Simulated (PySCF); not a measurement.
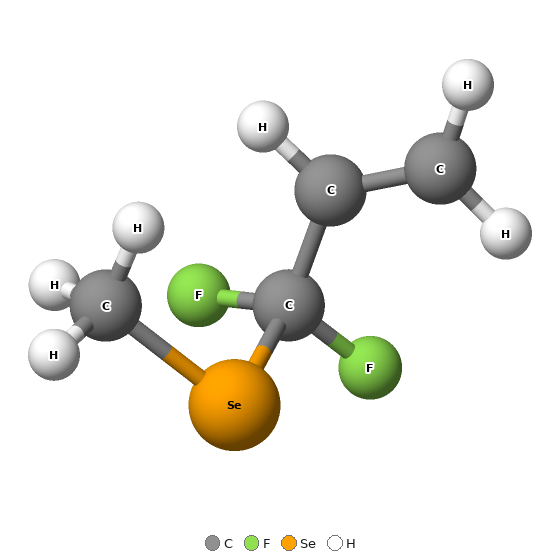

Geometry used (C₄H₆F₂Se, SMILES C=CC(F)(F)[Se]C).

Vertical TDDFT excitations, PBE0/def2-SVPD in PySCF 2.14.0, at a GFN2-xTB geometry (no frequency check), gas phase.

### Predict the low-lying singlet excitations and the spectrum.

The lowest singlet lies at 4.04 eV (307 nm, f = 0.015); the brightest of the first 6 is S5 at 6.32 eV (196 nm), f = 0.294, mainly HOMO−1 → LUMO (66 %). No singlet lies below 3.1 eV (beyond 400 nm), so at this level no vertical transition falls in the visible.


```csv
state,E (eV),λ (nm),f,main character
S1,4.04,307,0.015,HOMO → LUMO (94 %)
S2,5.30,234,0.014,HOMO → LUMO+1 (92 %)
S3,5.94,209,0.017,HOMO → LUMO+2 (97 %)
S4,6.12,203,0.011,HOMO → LUMO+3 (73 %)
S5,6.32,196,0.294,HOMO−1 → LUMO (66 %)
S6,6.63,187,0.019,HOMO → LUMO+4 (82 %)
```

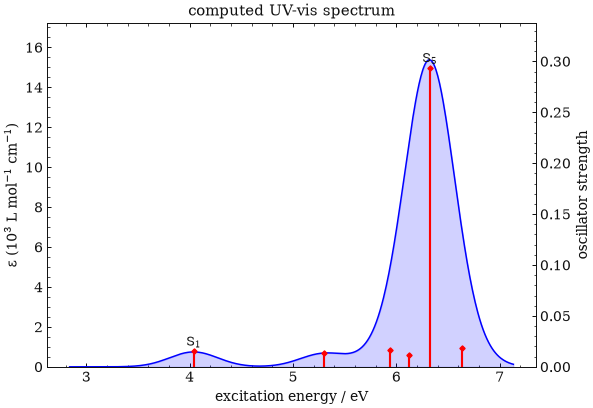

The lowest 6 singlet states are shown; each is broadened by a Gaussian of 1/e half-width 0.33 eV. Sticks give oscillator strengths (right axis).

Caveats: states above the negative HOMO energy depend on the basis; the tight-binding geometry is rougher than a DFT one and adds to the error; spin-orbit coupling is left out, and with Se it can shift these levels and split any degenerate set; one conformer of a flexible molecule; core orbitals are frozen in the response.
